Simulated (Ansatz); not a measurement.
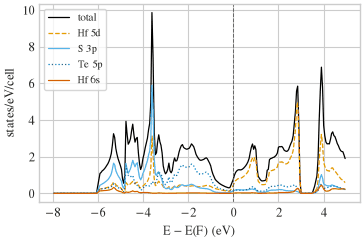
*Total and projected density of states of HfTeS in space group P3m1 (No. 156; Hf on 1b, Te on 1a, S on 1c), LDA in the plane-wave PAW code Ansatz*

**Question.** Which orbitals carry the states next to the Fermi level?

**Answer.** Within 0.5 eV of the Fermi level: Hf 5d 59 %, Te 5p 20 %, S 3p 14 %. Projections are on Löwdin-orthogonalised atomic valence shells; empty p or d shells of many metals are not among them.

**Question.** Where is the tallest occupied peak in this window, and what makes it?

**Answer.** Near -3.6 eV, about 9.9 states/eV per cell; the largest projected share is S 3p.

The first step of the workflow began from a Materials Project structure, measured or hypothetical; the Crystallography Open Database copy checked does not list it. Whether it is the stable phase at ambient conditions was not checked. Symmetry was held in the LDA relaxation; whether a distortion lowers the energy is not shown. No spin polarisation was allowed. A crystal of weakly bound layers computed without a dispersion correction: the cell and the soft elastic constants depend strongly on that. Scalar-relativistic: spin–orbit coupling is off unless named, which matters more the heavier the elements.

Potentials: the later of the program's two PAW sets.
